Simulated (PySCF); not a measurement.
# SiHClF (SMILES F[SiH]Cl) at FCI/STO-3G

What is the vertical ionisation energy of SiHClF at FCI/STO-3G? Input form: a Python script.

The calculation is run with PySCF 2.14.0.

4 further runs of the same task are left out: 4 set aside as unsound or not needed.

**1. Starting point**

SiHClF: 4 atoms, total charge 0, spin state doublet. SMILES: `F[SiH]Cl`. The coordinates come from a GFN2-xTB relaxation.

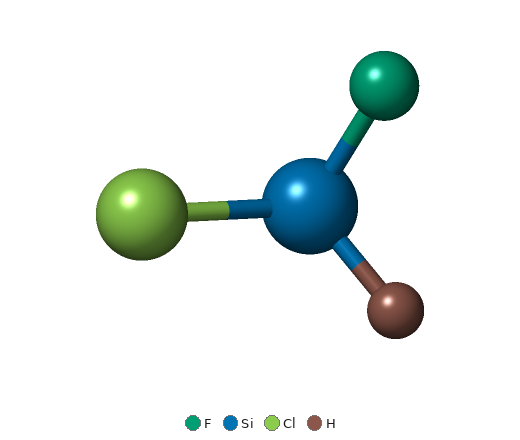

The structure, seen from a chosen angle (fluorine teal, silicon blue, chlorine green, hydrogen brown).

**2. A single-point energy at FCI/STO-3G**

The input, job.py:

```python
from pyscf import gto, mcscf

molecule = gto.M(
    atom='''
F     -0.992950    -0.342310     1.062500
Si    -0.204890    -0.223210    -0.347440
Cl     1.732630    -0.546640     0.075470
H     -0.534790     1.112160    -0.790530
''',
    spin=1,
    verbose=3,
    basis='sto-3g',
    max_memory=1860,
)

myscf = molecule.ROHF()
myscf.conv_tol = 1e-10
myscf.kernel()
if not myscf.converged:
    myscf = myscf.newton().run(myscf.mo_coeff, myscf.mo_occ)

cas = mcscf.CASCI(myscf, myscf.mo_coeff.shape[-1] - 11, (molecule.nelec[0] - 11, molecule.nelec[1] - 11))  # full CI above the frozen core
cas.fix_spin_(ss=0.75)
cas.kernel()
energy = cas.e_tot
print('E(%s) = %.9f' % ('FCI', energy))
```

Command:

```sh
$ OMP_NUM_THREADS=1 python job.py
```

The log of the run:

```text
converged SCF energy = -838.820811000303
CASCI E = -838.887584178843  E(CI) = -71.8994256298573  S^2 = 0.7500000
E(FCI) = -838.887584179
```

Run time: 3.3 s. Hardware: 1 thread of Intel Xeon Platinum 8488C (Sapphire Rapids), shared host; peak memory 0.16 GiB.

**3. The singlet cation, same level**

The input, calc.py:

```python
from pyscf import gto, scf, mcscf
from pyscf import fci

mol = gto.M(
    atom='F -0.992950 -0.342310 1.062500; Si -0.204890 -0.223210 -0.347440; Cl 1.732630 -0.546640 0.075470; H -0.534790 1.112160 -0.790530',
    charge=1,
    basis='sto-3g',
    verbose=4,
    max_memory=1860,
    spin=0,
)

calc0 = scf.RHF(mol)
calc0.conv_tol = 1e-10
calc0.kernel()
if not calc0.converged:
    calc0 = calc0.newton().run(calc0.mo_coeff, calc0.mo_occ)

cas = mcscf.CASCI(calc0, calc0.mo_coeff.shape[-1] - 11, (mol.nelec[0] - 11, mol.nelec[1] - 11))  # full CI above the frozen core
cas.fcisolver = fci.direct_spin0.FCI(mol)  # even spin states alone
cas.kernel()
print('<S^2> = %.4f' % cas.fcisolver.spin_square(cas.ci, cas.ncas, cas.nelecas)[0])
e_tot = cas.e_tot
print('Final energy', e_tot)
```

Command:

```sh
$ OMP_NUM_THREADS=1 python calc.py
```

The log of the run:

```text
PySCF version 2.14.0

[INPUT] num. atoms = 4
[INPUT] num. electrons = 40
[INPUT] charge = 1
[INPUT] spin (= nelec alpha-beta = 2S) = 0
[INPUT] symmetry False subgroup None
[INPUT] Mole.unit = angstrom
[INPUT] Symbol           X                Y                Z      unit          X                Y                Z       unit  Magmom
[INPUT]  1 F     -0.992950000000  -0.342310000000   1.062500000000 AA   -1.876403555387  -0.646872149700   2.007834007350 Bohr   0.0
[INPUT]  2 Si    -0.204890000000  -0.223210000000  -0.347440000000 AA   -0.387185985662  -0.421805768264  -0.656566444719 Bohr   0.0
[INPUT]  3 Cl     1.732630000000  -0.546640000000   0.075470000000 AA    3.274196175205  -1.032999888732   0.142617630621 Bohr   0.0
[INPUT]  4 H     -0.534790000000   1.112160000000  -0.790530000000 AA   -1.010606634156   2.101677806696  -1.493885193252 Bohr   0.0

nuclear repulsion = 141.879665445948
number of shells = 14
number of NR pGTOs = 72
number of NR cGTOs = 24
basis = sto-3g
ecp = {}

******** <class 'pyscf.scf.hf.RHF'> ********
method = RHF
initial guess = minao
damping factor = 0
level_shift factor = 0
DIIS = <class 'pyscf.scf.diis.CDIIS'>
diis_start_cycle = 1
diis_space = 8
diis_damp = 0
SCF conv_tol = 1e-10
SCF conv_tol_grad = None
SCF max_cycles = 50
direct_scf = True
direct_scf_tol = 1e-13
Set gradient conv threshold to 1e-05
Initial guess from minao.
init E= -838.385601585324
  HOMO = -0.475196383912952  LUMO = -0.0981449666414952  gap/eV = 10.26009
cycle= 1 E= -838.415879427258  delta_E= -0.0303  |g|= 0.506  |ddm|= 2.36
  HOMO = -0.594571504985811  LUMO = -0.308201797068866  gap/eV = 7.79252
cycle= 2 E= -838.536024732041  delta_E= -0.12  |g|= 0.261  |ddm|=  1.4
  HOMO = -0.652939379553968  LUMO = -0.250603649149476  gap/eV = 10.94811
cycle= 3 E= -838.561597113752  delta_E= -0.0256  |g|= 0.0367  |ddm|= 0.405
  HOMO = -0.672149305363526  LUMO = -0.235361244369533  gap/eV = 11.88561
cycle= 4 E= -838.562749479952  delta_E= -0.00115  |g|= 0.0147  |ddm|= 0.095
  HOMO = -0.669119917793208  LUMO = -0.235438086069162  gap/eV = 11.80108
cycle= 5 E= -838.563050362842  delta_E= -0.000301  |g|= 0.00476  |ddm|= 0.0615
  HOMO = -0.66889654907386  LUMO = -0.23611309606084  gap/eV = 11.77664
cycle= 6 E= -838.56309101799  delta_E= -4.07e-05  |g|= 0.00117  |ddm|= 0.0256
  HOMO = -0.668939918106539  LUMO = -0.235805074867016  gap/eV = 11.78620
cycle= 7 E= -838.56309317388  delta_E= -2.16e-06  |g|= 0.000334  |ddm|= 0.00571
  HOMO = -0.6689258828744  LUMO = -0.235862937279342  gap/eV = 11.78424
cycle= 8 E= -838.563093378698  delta_E= -2.05e-07  |g|= 9.45e-05  |ddm|= 0.00192
  HOMO = -0.668922780785642  LUMO = -0.235870780919423  gap/eV = 11.78395
cycle= 9 E= -838.563093393607  delta_E= -1.49e-08  |g|= 2.27e-05  |ddm|= 0.000554
  HOMO = -0.668925592565316  LUMO = -0.23587241300137  gap/eV = 11.78398
cycle= 10 E= -838.563093394347  delta_E= -7.39e-10  |g|= 7.37e-06  |ddm|= 0.000112
  HOMO = -0.668926262025147  LUMO = -0.235872640533053  gap/eV = 11.78399
cycle= 11 E= -838.563093394441  delta_E= -9.44e-11  |g|= 1.81e-06  |ddm|= 4.49e-05
  HOMO = -0.668926333558745  LUMO = -0.235872694785083  gap/eV = 11.78399
Extra cycle  E= -838.563093394444  delta_E= -3.18e-12  |g|= 1.05e-06  |ddm|= 4.99e-06
converged SCF energy = -838.563093394444

******** <class 'pyscf.mcscf.casci.CASCI'> ********
CAS (9e+9e, 13o), ncore = 11, nvir = 0
natorb = False
canonicalization = True
sorting_mo_energy = False
******** <class 'pyscf.fci.direct_spin0.FCISolver'> ********
max. cycles = 100
conv_tol = 1e-10
davidson only = False
linear dependence = 1e-14
level shift = 0.001
max iter space = 12
nroots = 1
pspace_size = 400
spin = None
Density matrix diagonal elements [1.99657332 1.99697976 1.97574932 1.98094759 1.96091399 1.92030085
 1.9645441  1.98113722 1.98652726 0.12458943 0.03545274 0.04728545
 0.02899897]
CASCI converged
CASCI E = -838.674483038052  E(CI) = -71.6829023770179  S^2 = 0.0000000
<S^2> = 0.0000
Final energy -838.6744830380522
```

It took 6 s on 1 thread of Intel Xeon Platinum 8488C (Sapphire Rapids), shared host; peak memory 0.23 GiB.

**4. Results**

Level: FCI/STO-3G, 11 core orbitals frozen.

| quantity | value |
| --- | --- |
| doublet SiHClF: total energy | -838.88758 Eh |
| doublet SiHClF: dipole moment (Hartree–Fock density) | 2.87 D |
| doublet SiHClF: correlation energy (11 core orbitals frozen) | -66.8 mEh |
| singlet cation: total energy | -838.67448 Eh |
| singlet cation: HOMO energy (Hartree–Fock orbitals) | -18.20 eV |
| singlet cation: LUMO energy (Hartree–Fock orbitals) | -6.42 eV |
| singlet cation: HOMO–LUMO gap (Hartree–Fock orbitals) | 11.78 eV |
| singlet cation: correlation energy (11 core orbitals frozen) | -111.4 mEh |
| vertical ionisation energy (to the singlet cation) | 5.799 eV |

In words: Removing an electron at fixed nuclei costs 5.80 eV (559 kJ/mol). Only the singlet of the ionised species was computed; a triplet could lie lower. In a minimal basis such a difference can be off by several eV, whatever the method. Mulliken charges (doublet SiHClF) of the mean-field density run from -0.40 on Cl3 to +0.84 on Si2; they depend strongly on the basis. Mulliken charges (singlet cation) of the mean-field density run from -0.15 on F1 to +1.22 on Si2.
